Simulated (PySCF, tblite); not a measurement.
# C₅H₄F₂O₃: a rotation path, then NMR shifts on frames, part 2 of 2

tblite 0.8.0 and PySCF 2.14.0. Atoms count from 0. The steps go on from the part before.

## 5. Shielding tensors: image 4, PBE0/pcSseg-1

Job settings and geometry (Å):

```
{"job": {"kind": "nmr", "xc": "PBE0", "basis": "pcSseg-1", "pop": false}, "charge": 0, "multiplicity": 1}
O      0.141000     2.414000    -0.497200
C     -0.444200     1.400500    -0.274100
O     -1.717000     1.340500     0.181200
C     -2.139700     0.001000     0.336100
C     -0.976500    -0.834900    -0.076100
C      0.019200    -0.020600    -0.426100
O      1.259100    -0.349400    -0.916600
C      2.274000    -0.435400    -0.016800
F      3.294100    -1.054700    -0.617300
F      2.728600     0.775900     0.366200
H     -2.419300    -0.166100     1.383200
H     -3.025500    -0.169600    -0.286400
H     -1.006900    -1.908000    -0.083500
H      2.012200    -0.993600     0.905300
```

With the program's defaults for keys left out, this is: GIAO PBE0/pcSseg-1 NMR shielding, non-relativistic, gas phase.

The log of the run:

```text
coarse grid: 13344 points
cycle   1  E = -617.2095677762  dE =  2.156e+00  |g| = 1.208e+00  |ddm| = 3.548e+00
cycle   2  E = -616.6206853392  dE =  5.889e-01  |g| = 2.168e+00  |ddm| = 2.484e+00
cycle   3  E = -617.4439299319  dE = -8.232e-01  |g| = 3.735e-01  |ddm| = 1.919e+00
cycle   4  E = -617.4682113463  dE = -2.428e-02  |g| = 1.144e-01  |ddm| = 3.149e-01
cycle   5  E = -617.4702221116  dE = -2.011e-03  |g| = 3.365e-02  |ddm| = 8.225e-02
cycle   6  E = -617.4704412420  dE = -2.191e-04  |g| = 9.433e-03  |ddm| = 3.037e-02
cycle   7  E = -617.4704562930  dE = -1.505e-05  |g| = 2.928e-03  |ddm| = 7.430e-03
cycle   8  E = -617.4704578903  dE = -1.597e-06  |g| = 7.972e-04  |ddm| = 2.476e-03
final grid: 134360 points
cycle   9  E = -617.5735508795  dE = -2.650e-05  |g| = 1.593e-02  |ddm| = 2.609e-02
cycle  10  E = -617.5734693124  dE =  8.157e-05  |g| = 2.646e-02  |ddm| = 2.721e-02
cycle  11  E = -617.5735938976  dE = -1.246e-04  |g| = 2.903e-03  |ddm| = 1.884e-02
cycle  12  E = -617.5735954385  dE = -1.541e-06  |g| = 4.659e-04  |ddm| = 2.130e-03
cycle  13  E = -617.5735954720  dE = -3.355e-08  |g| = 1.956e-04  |ddm| = 4.606e-04
cycle  14  E = -617.5735954792  dE = -7.147e-09  |g| = 4.919e-05  |ddm| = 1.414e-04
cycle  15  E = -617.5735954795  dE = -3.715e-10  |g| = 1.668e-05  |ddm| = 3.806e-05
converged SCF energy = -617.5735954795

GIAO shielding tensors (ppm)
atom      isotropic    diamagn.    paramagn.     s11        s22        s33       span
  0 O      -81.212     398.922    -480.134   -340.212   -225.866    322.442    662.654
  1 C       17.381     249.957    -232.576    -77.600     48.418     81.325    158.926
  2 O      128.439     399.025    -270.586    -87.449    230.968    241.798    329.248
  3 C      118.075     246.581    -128.506     98.882    106.441    148.904     50.022
  4 C       42.784     257.753    -214.969    -68.816     45.106    152.062    220.878
  5 C       32.883     255.291    -222.408    -68.989     74.599     93.039    162.028
  6 O      191.422     400.312    -208.890    115.303    160.221    298.743    183.439
  7 C       61.435     240.244    -178.808     45.880     64.673     73.753     27.872
  8 F      269.296     466.855    -197.559    184.384    283.601    339.903    155.518
  9 F      253.998     472.162    -218.164    174.214    246.215    341.565    167.351
 10 H       26.720      28.038      -1.318     23.280     24.970     31.908      8.628
 11 H       26.650      26.986      -0.337     22.904     24.989     32.056      9.152
 12 H       24.578      32.200      -7.622     21.902     24.162     27.669      5.767
 13 H       25.476      28.766      -3.290     22.953     24.533     28.942      5.989
```

Run time: 42 s. Hardware: 1 thread of Arm Neoverse N1, shared host; peak memory 0.84 GiB.

Key values: δ C1 169.5, C5 154.0, C4 144.1, C7 125.5, H12 7.14, H13 6.24 ppm.

## 6. Nuclear shieldings: image 6, PBE0/pcSseg-1

Job settings and geometry (Å):

```
{"job": {"kind": "nmr", "xc": "PBE0", "basis": "pcSseg-1", "pop": false}, "charge": 0, "multiplicity": 1}
O     -0.234600     2.583800    -0.939800
C     -0.637800     1.542700    -0.525500
O     -1.886600     1.338500    -0.058000
C     -2.057200     0.004000     0.372400
C     -0.751700    -0.671000     0.111300
C      0.086800     0.230300    -0.401500
O      1.391000     0.155300    -0.790800
C      2.210800    -0.621100    -0.035800
F      3.319600    -0.873700    -0.730100
F      2.593300     0.044500     1.081400
H     -2.306600     0.001300     1.440700
H     -2.891300    -0.445500    -0.177200
H     -0.605200    -1.710100     0.336900
H      1.768900    -1.579200     0.293800
```

With the program's defaults for keys left out, this is: GIAO PBE0/pcSseg-1 NMR shielding, non-relativistic, gas phase.

The log of the run:

```text
coarse grid: 13344 points
cycle   1  E = -617.2108775289  dE =  2.176e+00  |g| = 1.203e+00  |ddm| = 3.536e+00
cycle   2  E = -616.6292172596  dE =  5.817e-01  |g| = 2.154e+00  |ddm| = 2.562e+00
cycle   3  E = -617.4430896026  dE = -8.139e-01  |g| = 3.748e-01  |ddm| = 1.984e+00
cycle   4  E = -617.4678483602  dE = -2.476e-02  |g| = 1.141e-01  |ddm| = 3.179e-01
cycle   5  E = -617.4698341420  dE = -1.986e-03  |g| = 3.491e-02  |ddm| = 8.320e-02
cycle   6  E = -617.4700704803  dE = -2.363e-04  |g| = 9.153e-03  |ddm| = 3.060e-02
cycle   7  E = -617.4700841161  dE = -1.364e-05  |g| = 3.122e-03  |ddm| = 7.197e-03
cycle   8  E = -617.4700858742  dE = -1.758e-06  |g| = 8.362e-04  |ddm| = 2.598e-03
final grid: 134360 points
cycle   9  E = -617.5739847318  dE = -2.819e-05  |g| = 1.610e-02  |ddm| = 3.062e-02
cycle  10  E = -617.5738940323  dE =  9.070e-05  |g| = 2.734e-02  |ddm| = 2.858e-02
cycle  11  E = -617.5740287919  dE = -1.348e-04  |g| = 3.059e-03  |ddm| = 2.026e-02
cycle  12  E = -617.5740305569  dE = -1.765e-06  |g| = 4.638e-04  |ddm| = 2.286e-03
cycle  13  E = -617.5740305892  dE = -3.236e-08  |g| = 2.123e-04  |ddm| = 5.021e-04
cycle  14  E = -617.5740305978  dE = -8.595e-09  |g| = 5.544e-05  |ddm| = 1.604e-04
cycle  15  E = -617.5740305983  dE = -4.736e-10  |g| = 2.226e-05  |ddm| = 4.595e-05
converged SCF energy = -617.5740305983

GIAO shielding tensors (ppm)
atom      isotropic    diamagn.    paramagn.     s11        s22        s33       span
  0 O      -77.532     397.691    -475.223   -328.784   -222.952    319.141    647.925
  1 C       18.249     249.077    -230.828    -76.580     45.386     85.940    162.520
  2 O      131.362     397.879    -266.516    -83.224    231.204    246.106    329.330
  3 C      117.761     246.195    -128.434     98.667    104.607    150.008     51.341
  4 C       58.778     260.510    -201.733    -43.672     57.885    162.119    205.791
  5 C       34.184     255.099    -220.916    -65.153     72.203     95.501    160.654
  6 O      179.315     399.331    -220.016    115.096    149.478    273.370    158.273
  7 C       62.659     241.198    -178.539     46.822     65.491     75.664     28.842
  8 F      277.271     466.272    -189.001    194.545    295.225    342.042    147.497
  9 F      259.381     472.758    -213.377    171.979    255.394    350.770    178.791
 10 H       26.731      28.030      -1.299     23.243     25.027     31.923      8.679
 11 H       26.691      27.282      -0.590     22.915     25.084     32.075      9.160
 12 H       25.232      33.006      -7.774     23.156     23.779     28.760      5.604
 13 H       24.781      29.237      -4.457     21.270     24.793     28.279      7.008
```

Run time: 43 s. Hardware: 1 thread of Arm Neoverse N1, shared host; peak memory 0.84 GiB.

In short: δ C1 168.7, C5 152.7, C4 128.1, C7 124.3, H13 6.94, H12 6.49 ppm.

## 7. NMR shieldings: image 8, PBE0/pcSseg-1

Job settings and geometry (Å):

```
{"job": {"kind": "nmr", "xc": "PBE0", "basis": "pcSseg-1", "pop": false}, "charge": 0, "multiplicity": 1}
O     -0.391900     2.509200    -1.284200
C     -0.709200     1.533600    -0.678900
O     -1.970300     1.253400    -0.294200
C     -2.032900     0.023400     0.400500
C     -0.630900    -0.491100     0.425000
C      0.145900     0.392800    -0.203000
O      1.480400     0.416700    -0.454000
C      2.182500    -0.705400    -0.148800
F      3.436300    -0.532900    -0.562000
F      2.237500    -0.913100     1.190200
H     -2.428600     0.201700     1.407200
H     -2.722300    -0.647100    -0.125900
H     -0.371100    -1.412200     0.910500
H      1.773800    -1.629600    -0.604500
```

With the program's defaults for keys left out, this is: GIAO PBE0/pcSseg-1 NMR shielding, non-relativistic, gas phase.

The log of the run:

```text
coarse grid: 13344 points
cycle   1  E = -617.2186767719  dE =  2.177e+00  |g| = 1.198e+00  |ddm| = 3.546e+00
cycle   2  E = -616.6515974352  dE =  5.671e-01  |g| = 2.135e+00  |ddm| = 2.563e+00
cycle   3  E = -617.4488457072  dE = -7.972e-01  |g| = 3.708e-01  |ddm| = 1.978e+00
cycle   4  E = -617.4731173332  dE = -2.427e-02  |g| = 1.121e-01  |ddm| = 3.159e-01
cycle   5  E = -617.4750248705  dE = -1.908e-03  |g| = 3.486e-02  |ddm| = 8.262e-02
cycle   6  E = -617.4752596144  dE = -2.347e-04  |g| = 9.028e-03  |ddm| = 3.041e-02
cycle   7  E = -617.4752727598  dE = -1.315e-05  |g| = 3.176e-03  |ddm| = 7.126e-03
cycle   8  E = -617.4752746074  dE = -1.848e-06  |g| = 8.451e-04  |ddm| = 2.651e-03
final grid: 134360 points
cycle   9  E = -617.5788051300  dE = -2.681e-05  |g| = 1.648e-02  |ddm| = 2.786e-02
cycle  10  E = -617.5787124208  dE =  9.271e-05  |g| = 2.774e-02  |ddm| = 2.942e-02
cycle  11  E = -617.5788514877  dE = -1.391e-04  |g| = 2.933e-03  |ddm| = 2.061e-02
cycle  12  E = -617.5788531480  dE = -1.660e-06  |g| = 4.668e-04  |ddm| = 2.266e-03
cycle  13  E = -617.5788531797  dE = -3.169e-08  |g| = 2.198e-04  |ddm| = 4.880e-04
cycle  14  E = -617.5788531887  dE = -9.021e-09  |g| = 6.153e-05  |ddm| = 1.679e-04
cycle  15  E = -617.5788531893  dE = -5.839e-10  |g| = 2.298e-05  |ddm| = 4.934e-05
converged SCF energy = -617.5788531893

GIAO shielding tensors (ppm)
atom      isotropic    diamagn.    paramagn.     s11        s22        s33       span
  0 O      -75.147     397.351    -472.498   -324.086   -220.145    318.789    642.875
  1 C       18.992     247.822    -228.830    -76.062     45.775     87.262    163.324
  2 O      129.408     397.478    -268.070    -82.062    229.482    240.804    322.866
  3 C      117.632     246.235    -128.603     98.971    104.112    149.813     50.842
  4 C       61.195     261.055    -199.859    -32.735     59.255    157.066    189.801
  5 C       36.268     256.489    -220.221    -62.702     70.912    100.593    163.295
  6 O      164.163     398.925    -234.761    126.772    132.668    233.050    106.277
  7 C       64.118     239.840    -175.722     45.763     70.290     76.299     30.536
  8 F      276.232     466.181    -189.949    184.937    299.820    343.940    159.003
  9 F      270.691     474.372    -203.680    199.586    257.813    354.674    155.089
 10 H       26.667      27.661      -0.994     23.001     25.113     31.888      8.887
 11 H       26.772      27.736      -0.964     23.039     25.192     32.086      9.047
 12 H       25.377      33.267      -7.889     23.006     24.122     29.005      5.999
 13 H       25.010      28.646      -3.636     22.403     24.267     28.361      5.958
```

It took 43 s on 1 thread of Arm Neoverse N1, shared host; peak memory 0.84 GiB.

Key values: δ C1 167.9, C5 150.7, C4 125.7, C7 122.8, H13 6.71, H12 6.34 ppm.

## 8. Comparing the runs: NMR shifts

Shifts (ppm) of some atoms, chosen among heavy atoms and hydrogens apart, with basis size and wall time:

```
  frame     C4   H13   H12     O2     O6     F9      F8  functions  time
image 0  133.0  8.43  6.76  213.8  164.4  -92.0  -109.9        190  54 s
image 2  136.3  6.52  6.89  210.5  156.1  -77.6  -101.7        190  42 s
image 4  144.1  6.24  7.14  207.6  144.7  -83.1   -98.3        190  42 s
image 6  128.1  6.94  6.49  204.7  156.8  -88.4  -106.3        190  43 s
image 8  125.7  6.71  6.34  206.7  171.9  -99.7  -105.3        190  43 s
```

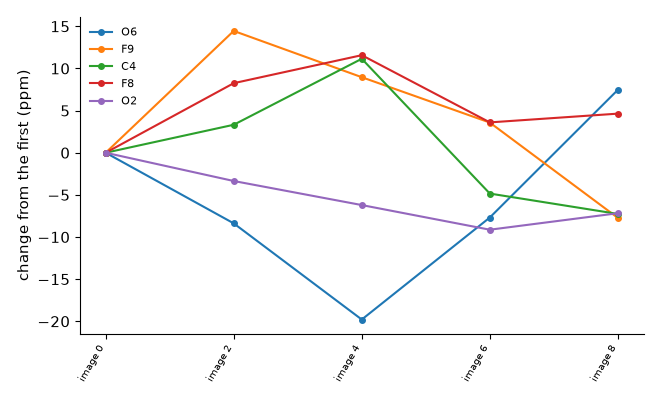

How five of the tabulated atoms move from run to run.

## 9. Outcome

What follows sums up all 2 parts.

```
                                         quantity                                 value
                                          barrier    0.287 eV (6.6 kcal/mol) at image 4
                            end to end (GFN2-xTB)                              0.081 eV
  13C shifts against TMS (PBE0/pcSseg-1, image 0)  171.1, 150.6, 133.0, 120.4, 70.3 ppm
   1H shifts against TMS (PBE0/pcSseg-1, image 0)            8.43, 6.76, 5.12, 5.10 ppm
  17O shifts against H2O (PBE0/pcSseg-1, image 0)               410.7, 213.8, 164.4 ppm
19F shifts against CFCl3 (PBE0/pcSseg-1, image 0)                     -92.0, -109.9 ppm
            surface potential, 1st and 99th percentile                    -1.53 V and 1.73 V
                         range of the shift of O6                    144.7 to 171.9 ppm
```

What this shows: Along the band the dihedral turns by 206°, and the top (dihedral 88°) lies 6.6 kcal/mol above the start (GFN2-xTB, rough), so at room temperature this motion is fast. The top was not checked by a frequency run. Shifts at one fixed geometry are not the observed spectrum, which averages over the motion. In the first frame run (image 0): The largest span, 621 ppm, is at O0, where the paramagnetic term is -476 ppm. At PBE0/pcSseg-1, counted by nearest atom on the grid, the HOMO lies on C4 28 %; C5 21 %, the LUMO on C4 26 %; C1, C5 about 18 % each. Across the 5 runs the shift of O6 moves most, between 144.7 (image 4) and 171.9 ppm (image 8).
